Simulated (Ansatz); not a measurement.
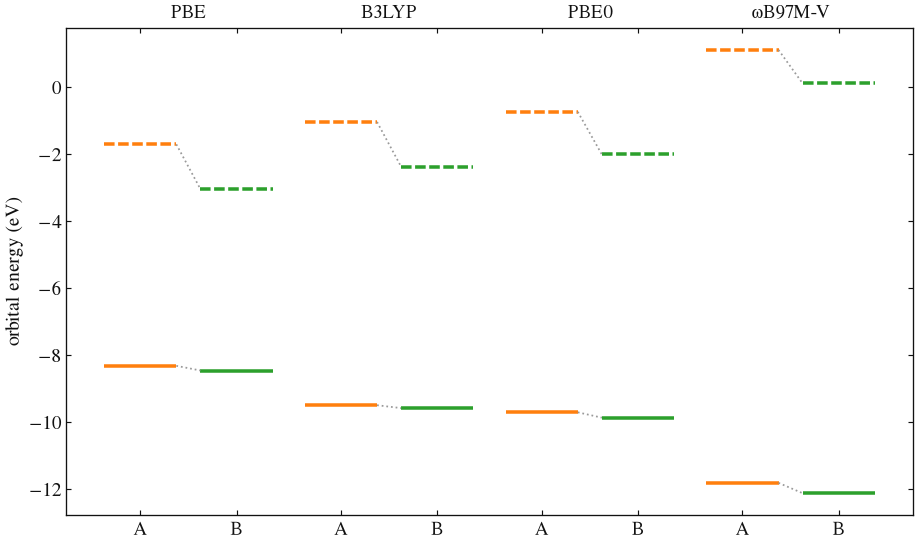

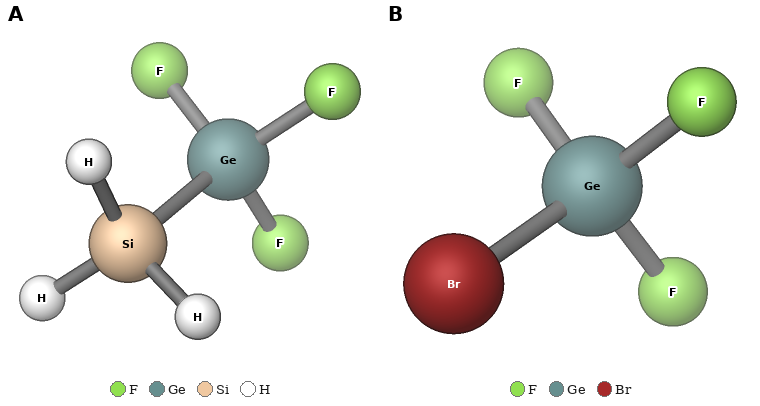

One change: A, GeSiH₃F₃ (SMILES [F][Ge]([F])([F])[SiH3]), becomes B, GeBrF₃ (SMILES [F][Ge]([F])([F])[Br]). SiH₃ on Ge is replaced by Br. HOMO (solid) and LUMO (dashed) computed in def2-TZVPP at PBE0-D4/def2-TZVP geometries, both minima by their frequencies, gas phase, the Ansatz code. Empty levels above zero depend strongly on the basis.

Q: What does the change do to HOMO and LUMO?

A: PBE: the HOMO falls by 0.14 eV, the LUMO falls by 1.34 eV, and the separation goes from 6.61 to 5.42 eV. B3LYP: the HOMO falls by 0.09 eV, the LUMO falls by 1.34 eV, and the separation goes from 8.46 to 7.21 eV. PBE0: the HOMO falls by 0.16 eV, the LUMO falls by 1.28 eV, and the separation goes from 8.97 to 7.86 eV. ωB97M-V: the HOMO falls by 0.31 eV, the LUMO falls by 1.00 eV, and the separation goes from 12.93 to 12.24 eV.

Q: Do the functionals agree on the effect?

A: They agree on the direction for both levels; the HOMO shift lies between −0.31 and −0.09 eV and the LUMO shift between −1.34 and −1.00 eV, while the separations themselves differ by up to 6.8 eV between functionals.
